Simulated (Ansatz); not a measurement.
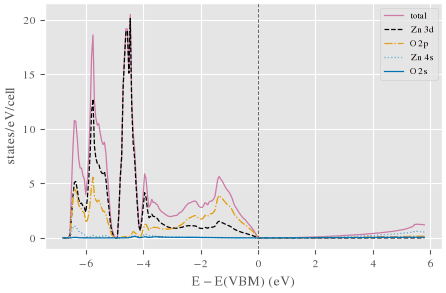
Fig. 1. Total and projected density of states of ZnO (wurtzite, space group No. 186), plane-wave PAW LDA (Ansatz code)

Question: Which orbitals carry the states next to the gap?

Answer: Top 1 eV of the valence band: O 2p 71 %, Zn 3d 26 %. Bottom 1 eV of the conduction band: Zn 4s 53 %, O 2s 23 %, O 2p 20 %. Projections are on Löwdin-orthogonalised atomic valence shells; empty p or d shells of many metals are not among them.

Question: Where is the tallest occupied peak in this window, and what makes it?

Answer: Near -4.4 eV, about 20 states/eV per cell; the largest projected share is Zn 3d.

Space group P6_3mc (wurtzite). The cell was relaxed with LDA under the symmetry of its start; phonons on a q-mesh show no instability.

Potentials: the later of the program's two PAW sets.
